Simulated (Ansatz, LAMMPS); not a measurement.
# Charge trapping in glassy 57SiO2-27Al2O3-16BaO (mol %) (149 atoms)

Does an extra electron or hole in glassy 57SiO2-27Al2O3-16BaO (mol %) (149 atoms) stay spread out, or do the atoms trap it?

Calculated with Ansatz 0.2.0; Kohn-Sham DFT, r2SCAN, PAW (set soft_1), plane waves.

## Step 1: The starting structure

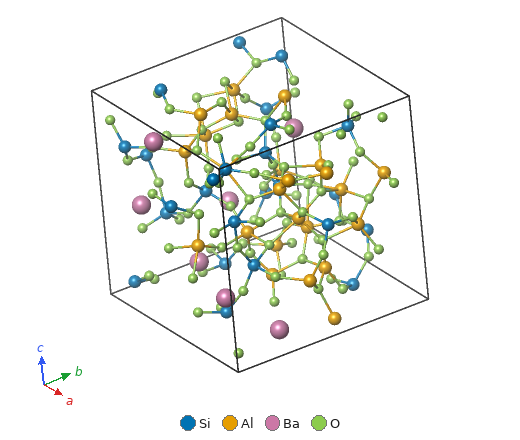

The starting structure, seen from a free direction (silicon blue, aluminium orange, barium pink, oxygen green). Bonds to atoms that aren't drawn are left out.

The cell holds 149 atoms: 25 Si, 24 Al, 7 Ba and 93 O. Its edges and angles: a = 12.007 Å, b = 12.007 Å, c = 12.007 Å, α = 90.0°, β = 90.0°, γ = 90.0°. 149 atoms (25 Si, 24 Al, 7 Ba, 93 O) placed at random at 3.64 g/cm³, melted at 4000 K for 10 ps at fixed volume with the Morse and Coulomb pair potential with partial charges (Pedone, Malavasi, Menziani, Cormack and Segre, J. Phys. Chem. B 110, 11780 (2006)). Quenched from 4000 K to 300 K at 25 K/ps and fixed volume, held 5 ps.

What the set-up can't give: The quench rate of 25 K/ps is orders of magnitude faster than experiment, which tends to freeze in extra defects. The network of bonds at the start is that of the classical potential that made the cell, and needn't be the one that DFT or experiment would give. The Brillouin zone is sampled at Γ only, in a cell whose shortest periodic width is 12 Å. No spin–orbit coupling is included, so levels derived from the heavy atoms are approximate.

## Step 2: Single point at the start

A single point comes first, to see the forces before anything moves.

input.yaml reads:

```yaml
crystal:
  lattice:
    - [12.0072, 0.0, 0.0]
    - [0.0, 12.0072, 0.0]
    - [0.0, 0.0, 12.0072]
  atoms:
    - { symbol: Si, position: [0.04882, 0.80666, 0.22624] }
    - { symbol: Si, position: [0.26195, 0.82256, 0.97553] }
    - { symbol: Si, position: [0.18472, 0.24004, 0.98944] }
    - { symbol: Si, position: [0.00648, 0.24399, 0.59896] }
    - { symbol: Si, position: [0.44299, 0.63779, 0.47737] }
    - { symbol: Si, position: [0.7457, 0.20818, 0.56818] }
    - { symbol: Si, position: [0.52083, 0.53539, 0.70311] }
    - { symbol: Si, position: [0.63372, 0.19282, 0.08613] }
    - { symbol: Si, position: [0.18587, 0.48154, 0.04716] }
    - { symbol: Si, position: [0.31019, 0.34351, 0.50274] }
    - { symbol: Si, position: [0.07826, 0.83196, 0.64194] }
    - { symbol: Si, position: [0.7008, 0.80686, 0.0263] }
    - { symbol: Si, position: [0.37141, 0.96176, 0.28953] }
    - { symbol: Si, position: [0.12197, 0.06804, 0.7469] }
    - { symbol: Si, position: [0.77353, 0.17199, 0.84957] }
    - { symbol: Si, position: [0.10763, 0.25531, 0.34839] }
    - { symbol: Si, position: [0.01768, 0.76367, 0.96897] }
    - { symbol: Si, position: [0.17845, 0.01882, 0.12328] }
    - { symbol: Si, position: [0.72612, 0.29812, 0.31431] }
    - { symbol: Si, position: [0.68166, 0.86853, 0.77832] }
    - { symbol: Si, position: [0.6156, 0.95695, 0.208] }
    - { symbol: Si, position: [0.53872, 0.02064, 0.63068] }
    - { symbol: Si, position: [0.69937, 0.46757, 0.93509] }
    - { symbol: Si, position: [0.94962, 0.55792, 0.50695] }
    - { symbol: Si, position: [0.93878, 0.00393, 0.92371] }
    - { symbol: Al, position: [0.72062, 0.6909, 0.66232] }
    - { symbol: Al, position: [0.16132, 0.45759, 0.67855] }
    - { symbol: Al, position: [0.70723, 0.55933, 0.44495] }
    - { symbol: Al, position: [0.42406, 0.28425, 0.9448] }
    - { symbol: Al, position: [0.98087, 0.35772, 0.80736] }
    - { symbol: Al, position: [0.54746, 0.49641, 0.12773] }
    - { symbol: Al, position: [0.33703, 0.49458, 0.83723] }
    [... 111 atom lines left out ...]
    - { symbol: O, position: [0.60054, 0.06814, 0.11655] }
    - { symbol: O, position: [0.54227, 0.2555, 0.34651] }
    - { symbol: O, position: [0.0491, 0.26571, 0.47206] }
    - { symbol: O, position: [0.87448, 0.25878, 0.59784] }
    - { symbol: O, position: [0.13209, 0.74784, 0.3119] }
    - { symbol: O, position: [0.46012, 0.22637, 0.80206] }
kpoints:
  mp_grid: { grid: [1, 1, 1] }
hamiltonian:
  xc: r2scan
  pseudopotentials: { kind: paw, azcp: { folder: soft_1 } }
scf:
  occupations: { method: fixed }
output:
  forces: true
```

The run is started by

```sh
> ansatz run input.yaml --threads 4 --pin off --max-ram 15872MiB --backend cpu --events-out ev --progress --plain --runs-dir out
```

Numbers of over 12 decimals in the logs are rounded to 6 here.

What it wrote:

```text
[...]
Pseudopotentials: kind: paw
Pseudopotential: Si, paw, valence charge 4, recommended cutoff 500 eV (meta_gga), soft_1/Si.paw.azcp
Pseudopotential: Al, paw, valence charge 3, recommended cutoff 500 eV (meta_gga), soft_1/Al.paw.azcp
Pseudopotential: Ba, paw, valence charge 10, recommended cutoff 500 eV (meta_gga), soft_1/Ba.paw.azcp
Pseudopotential: O, paw, valence charge 6, recommended cutoff 500 eV (meta_gga), soft_1/O.paw.azcp
[... 6 lines on functional and potentials left out ...]
Crystal: 149 atoms, lattice volume = 1731.112 Å³
Basis set: ecut = 500 eV, 43819 PW (Γ), exchange–correlation on 360×360×360 points (64 copies of the dense FFT grid, shifted against one another)
Bands: 549, of which v1, the nominal top of the filled ones, is band 400 counted from 1 (399 counted from 0)
Symmetry: 1 space group operations
Space group: P1 (ITA 1), of the structure as read, at distance tolerance 1.2e-4 Å
k-points: 1
[... 13 lines on functional and potentials left out ...]
Initial density: superposition of atomic densities (chi_scale 0.1, normalization cell, long waves 23 % of neutral atoms (reshape's long-wave potential 1.23 eV rms, cloud 2.81 Å wide))
Initial wavefunctions: pseudopotential atomic-orbital guess
[...]
SCF iter   1: F=—  HF=-123831.573596 eV  |F-HF|=—  |Δ(HF+E_count)|=         —  Δρ=1.13e-1  dr2=2.52e2  dr2_τ=2.57e1  ethr=3.10e-3  ⟨swp⟩=6.0  Hψ=1761  notcnv=0  defer=147
preconditioner: auto → Resta (q_TF=auto, 2.399 Å⁻¹)  ε∞=3.1  [insulator: Δε(μ)=2.222 eV  Ē_g=17.347 eV  n_scr=436 (ndim 8)  ℏωp=25.0 eV  f_vac=0.001  ε∞_Penn≈3.1]
SCF iter   2: F=—  HF=-123778.654399 eV  |F-HF|=—  |Δ(HF+E_count)|=    5.29e1  Δρ=4.36e-2  dr2=3.66e1  dr2_τ=4.05e0  ethr=3.10e-3  ⟨swp⟩=3.0  Hψ=966  notcnv=0  defer=147
SCF iter   3: F=—  HF=-123777.967003 eV  |F-HF|=—  |Δ(HF+E_count)|=   6.87e-1  Δρ=1.90e-2  dr2=7.03e0  dr2_τ=3.37e-1  ethr=3.10e-3  ⟨swp⟩=4.0  Hψ=1261  notcnv=0  defer=123
automatic band count: iteration 3 solves 526 bands in place of 549: the levels show a gap, and the empty bands left out lie too high to hold charge; the band table lists the bands solved (type scf.n_extra_bands for more)
SCF iter   4: F=—  HF=-123777.456000 eV  |F-HF|=—  |Δ(HF+E_count)|=   5.11e-1  Δρ=4.27e-3  dr2=2.43e-1  dr2_τ=2.91e-2  ethr=8.78e-4  ⟨swp⟩=4.0  Hψ=1368  notcnv=0  defer=122
SCF iter   5: F=—  HF=-123777.489402 eV  |F-HF|=—  |Δ(HF+E_count)|=   3.34e-2  Δρ=2.48e-3  dr2=7.79e-2  dr2_τ=1.05e-2  ethr=3.04e-5  ⟨swp⟩=3.0  Hψ=806  notcnv=0  defer=124
[...]
SCF iter  10: F=—  HF=-123777.482469 eV  |F-HF|=—  |Δ(HF+E_count)|=   1.97e-6  Δρ=1.16e-5  dr2=1.79e-6  dr2_τ=2.21e-7  ethr=6.18e-10  ⟨swp⟩=2.0  Hψ=802  notcnv=0  defer=122
SCF iter  11: F=-123777.482469 eV  HF=-123777.482469 eV  |F-HF|=6.21e-8  |Δ(HF+E_count)|=   8.09e-8  Δρ=2.25e-6  dr2=9.72e-8  dr2_τ=6.97e-9  ethr=1.25e-11  ⟨swp⟩=3.0  Hψ=2128  notcnv=0
SCF 1 converged in 11 iterations: F = -123777.482469 eV  dr2 = 9.72e-8
[...]
SCF converged after 11 iterations
Free energy (F): -123777.482469 eV
Harris-Foulkes:  -123777.482469 eV  (|F-HF|=6.21e-8)
Internal energy: -123777.482469 eV  (E = F + TS)
E sigma→0 (E₀):  -123777.482469 eV
Fermi energy:    6.133720 eV
--- Per-component energies (eV) ---
[...]
Σ components = -123777.482469   (vs F -123777.482469, Δ=0.00e0)
--- Forces (eV/Å), atoms counted from 1 ---
  atom   1  Si     2.59736711     1.03594055    -1.82403148
  atom   2  Si    -1.95059996     1.07891709     3.82151788
  atom   3  Si    -1.36451564    -0.70425176     0.99474327
  atom   4  Si    -0.85471061    -2.83280358    -3.01832715
[...]
atom 149  O     -0.44118011    -0.50515707     0.78255437
  max |Σ_I F_I| component: 2.80e-4 eV/Å
```

Elapsed: 67 s, on 4 threads of Arm Neoverse V2, shared host; peak memory 5 GiB.

The column dr2 measures how far the density is from self-consistency, as an energy; F and HF (Harris–Foulkes) agree once it is small.

The r.m.s. force at the start is 1.3 eV/Å.

## Step 3: Relaxation

With the cell held, the atoms are moved downhill towards a nearby minimum.

input.yaml reads:

```yaml
crystal:
  lattice:
    - [12.0072, 0.0, 0.0]
    - [0.0, 12.0072, 0.0]
    - [0.0, 0.0, 12.0072]
  atoms:
    [... the 149 atom lines of step 2 ...]
kpoints:
  mp_grid: { grid: [1, 1, 1] }
hamiltonian:
  xc: r2scan
  pseudopotentials: { kind: paw, azcp: { folder: soft_1 } }
scf:
  occupations: { method: fixed }
output:
  forces: true
relax:
  f_tol: 0.05
  max_steps: 120
```

What it wrote:

```text
[...]
Crystal: 149 atoms, lattice volume = 1731.112 Å³
Basis set: ecut = 500 eV, 43819 PW (Γ), exchange–correlation on 360×360×360 points (64 copies of the dense FFT grid, shifted against one another)
Bands: 549, of which v1, the nominal top of the filled ones, is band 400 counted from 1 (399 counted from 0)
Symmetry: 1 space group operations
[...]
k-points: 1
[...]
SCF iter   1: F=—  HF=-123831.573618 eV  |F-HF|=—  |Δ(HF+E_count)|=         —  Δρ=1.13e-1  dr2=2.52e2  dr2_τ=2.57e1  ethr=3.10e-3  ⟨swp⟩=6.0  Hψ=1761  notcnv=0  defer=147
[...]
SCF iter   8: F=-123777.482459 eV  HF=-123777.482447 eV  |F-HF|=1.16e-5  |Δ(HF+E_count)|=   4.08e-5  Δρ=5.50e-5  dr2=4.30e-5  dr2_τ=4.45e-6  ethr=7.81e-9  ⟨swp⟩=3.0  Hψ=2002  notcnv=0
SCF 1 converged in 8 iterations: F = -123777.482459 eV  dr2 = 4.30e-5
[...]
relax step   1: F+E_penalty+E_count = -123777.48245863 eV  Δ(F+E_penalty+E_count) = +0.000e0 eV  max|allowed force component| = 4.625e0 eV/Å  Δτ_max = 0.0000 Å  (8 SCF iters, dr2 threshold 6.25e-5 eV, accepted)
[... from here on, the SCF cycles and remarks between the steps are left out ...]
relax step   2: F+E_penalty+E_count = -123783.10519661 eV  Δ(F+E_penalty+E_count) = -5.623e0 eV  max|allowed force component| = 2.617e0 eV/Å  Δτ_max = 0.1950 Å  (6 SCF iters, dr2 threshold 1.00e-4 eV, accepted)
relax step   3: F+E_penalty+E_count = -123787.57960487 eV  Δ(F+E_penalty+E_count) = -4.474e0 eV  max|allowed force component| = 1.082e0 eV/Å  Δτ_max = 0.2000 Å  (7 SCF iters, dr2 threshold 1.00e-4 eV, accepted)
relax step   4: F+E_penalty+E_count = -123788.67076426 eV  Δ(F+E_penalty+E_count) = -1.091e0 eV  max|allowed force component| = 5.550e-1 eV/Å  Δτ_max = 0.2000 Å  (7 SCF iters, dr2 threshold 1.00e-4 eV, accepted)
relax step   5: F+E_penalty+E_count = -123788.91873951 eV  Δ(F+E_penalty+E_count) = -2.480e-1 eV  max|allowed force component| = 6.978e-1 eV/Å  Δτ_max = 0.2000 Å  (7 SCF iters, dr2 threshold 5.26e-5 eV, accepted)
relax step   6: F+E_penalty+E_count = -123789.02177714 eV  Δ(F+E_penalty+E_count) = -1.030e-1 eV  max|allowed force component| = 2.613e-1 eV/Å  Δτ_max = 0.0753 Å  (6 SCF iters, dr2 threshold 1.00e-4 eV, accepted)
relax step   7: F+E_penalty+E_count = -123789.21844758 eV  Δ(F+E_penalty+E_count) = -1.967e-1 eV  max|allowed force component| = 2.538e-1 eV/Å  Δτ_max = 0.2000 Å  (7 SCF iters, dr2 threshold 9.58e-6 eV, accepted)
relax step   8: F+E_penalty+E_count = -123789.26769371 eV  Δ(F+E_penalty+E_count) = -4.925e-2 eV  max|allowed force component| = 4.592e-1 eV/Å  Δτ_max = 0.1949 Å  (7 SCF iters, dr2 threshold 9.04e-6 eV, accepted)
relax step   9: F+E_penalty+E_count = -123789.15438708 eV  Δ(F+E_penalty+E_count) = +1.133e-1 eV  max|allowed force component| = 8.489e-1 eV/Å  Δτ_max = 0.2000 Å  (7 SCF iters, dr2 threshold 1.00e-4 eV, rejected (line search))
relax step  10: F+E_penalty+E_count = -123789.34567260 eV  Δ(F+E_penalty+E_count) = -7.798e-2 eV  max|allowed force component| = 1.499e-1 eV/Å  Δτ_max = 0.1000 Å  (9 SCF iters, accepted)
relax step  11: F+E_penalty+E_count = -123789.31392935 eV  Δ(F+E_penalty+E_count) = +3.174e-2 eV  max|allowed force component| = 2.384e-1 eV/Å  Δτ_max = 0.1000 Å  (9 SCF iters, rejected (line search))
relax step  12: F+E_penalty+E_count = -123789.35462760 eV  Δ(F+E_penalty+E_count) = -8.955e-3 eV  max|allowed force component| = 1.335e-1 eV/Å  Δτ_max = 0.0480 Å  (9 SCF iters, accepted)
relax step  13: F+E_penalty+E_count = -123789.35756601 eV  Δ(F+E_penalty+E_count) = -2.938e-3 eV  max|allowed force component| = 8.945e-2 eV/Å  Δτ_max = 0.0500 Å  (8 SCF iters, accepted)
relax step  14: F+E_penalty+E_count = -123789.35785942 eV  Δ(F+E_penalty+E_count) = -2.934e-4 eV  max|allowed force component| = 9.498e-2 eV/Å  Δτ_max = 0.0750 Å  (7 SCF iters, dr2 threshold 3.59e-6 eV, accepted)
relax step  15: F+E_penalty+E_count = -123789.36233182 eV  Δ(F+E_penalty+E_count) = -4.472e-3 eV  max|allowed force component| = 5.333e-2 eV/Å  Δτ_max = 0.0523 Å  (6 SCF iters, dr2 threshold 4.05e-6 eV, accepted)
relax step  16: F+E_penalty+E_count = -123789.36327132 eV  Δ(F+E_penalty+E_count) = -9.395e-4 eV  max|allowed force component| = 1.556e-2 eV/Å  Δτ_max = 0.0086 Å  (7 SCF iters, accepted)
[...]
SCF iter   2: F=-123789.363271 eV  HF=-123789.363271 eV  |F-HF|=2.59e-9  |Δ(HF+E_count)|=  1.75e-10  Δρ=7.47e-7  dr2=8.04e-9  dr2_τ=8.50e-10  ethr=5.30e-12  ⟨swp⟩=4.0  Hψ=1263  notcnv=0
SCF 17 converged in 2 iterations: F = -123789.363271 eV  dr2 = 8.04e-9
SCF converged after 2 iterations
Free energy (F): -123789.363271 eV
[...]
Internal energy: -123789.363271 eV  (E = F + TS)
E sigma→0 (E₀):  -123789.363271 eV
Fermi energy:    5.953790 eV
[...]
Σ components = -123789.363271   (vs F -123789.363271, Δ=0.00e0)
--- Forces (eV/Å), atoms counted from 1 ---
  atom   1  Si    -0.00389427     0.00231290     0.00307173
  atom   2  Si     0.00450943    -0.00099608    -0.00194287
  atom   3  Si    -0.00097903    -0.00441877    -0.00068878
  atom   4  Si     0.00162750    -0.00284439     0.00258011
[...]
atom 149  O      0.00386210    -0.00166969    -0.00040488
  max |Σ_I F_I| component: 2.66e-4 eV/Å
--- Relaxed structure (16 steps of the walk, 14 accepted, 0 SCFs on fresh bases) ---
  F+E_penalty+E_count = -123789.36327132 eV   max|allowed force component| = 1.556e-2 eV/Å
  atoms:
    - { symbol: Si, position: [0.066918, 0.815678, 0.226693] }
    - { symbol: Si, position: [0.259225, 0.829754, 0.975038] }
    - { symbol: Si, position: [0.183416, 0.245895, 0.992915] }
    - { symbol: Si, position: [-0.00744699, 0.237483, 0.607075] }
[...]
- { symbol: O, position: [0.459499, 0.227218, 0.798882] }
```

It took 13 min on 4 threads; peak memory 4.9 GiB.

The relaxation converged after 16 steps, 11.9 eV below its start, with a largest force component of 0.016 eV/Å.

[end of part 1 of 4]

[Logs are printed without paths, hosts, clocks, repeated set-up lines and the standing remarks that a program may print on its own settings, such as how far it seeks lower states.]

[Hosts, paths, dates, database ids (printed as entryN), source tags and the programs' standing remarks are cut or masked in the printed files.]
